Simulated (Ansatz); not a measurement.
Cost and result by functional for the adsorption energy of Cl on the 1x1 (0001) surface of corundum (cut with top plane Al), one in a 1x1 cell, started at the site 'hollow Al-O-O-O over O at depth 2.3 Å #2', in Ansatz (plane waves, PAW). Single points on the PBE structure, on one kind of machine; costs are rough ratios of the slab run's core time (references not counted) to the cheapest single point. r2SCAN's cost holds its higher cutoff (500 against 420 eV). Differences are taken against r2SCAN for comparison alone: no measured value is at hand, so the table doesn't rank accuracy. The points keep PBE's geometry, so the relaxation of a polaron and the settling of charge on one site are left out.

Host crystal: corundum, with a band gap (PBE, scalar-relativistic without spin-orbit coupling).

Slab: 21 atoms, 6.7 Å thick at the start under the adsorbate (thin: gaps and levels are the slab's own); k 6x6x1, smearing 0.01 eV, dipole-corrected; 9 atoms held, the rest relaxed; no symmetry held; spin-polarised, ending with about 1.0 μB a cell, a value that depends on the mesh; orders that need a larger cell were not tried, no spin-orbit, no U, no dispersion correction. The slab shows no gap over 0.04 eV on its mesh. At the end it is bonded to Al. In PBE it is, or lies within 0.03 eV of, the lowest of the starts that converged. These notes are the PBE run's. r2SCAN: The program's check for a lower electronic state was not made. Adsorption energies are against ½ Cl2(g). A negative adsorption energy means that the adsorbate is more stable on the surface than in its reference.

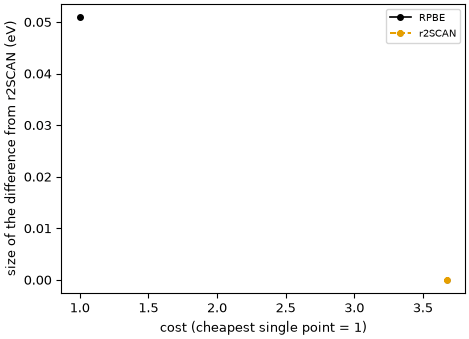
Fig. 1. Difference from r2SCAN against cost

| functional | relative cost | adsorption energy (eV) | less r2SCAN (eV) |
|---|---|---|---|
| RPBE | 1 | -0.32 | -0.05 |
| r2SCAN | 4 | -0.27 | 0.00 |
| PBE (the relaxed run's value) | – | -0.30 | -0.03 |

The values span 0.05 eV, while the single points' costs differ by a factor of roughly 4. Differences are of unrounded values.

Ansatz is a first-principles code.
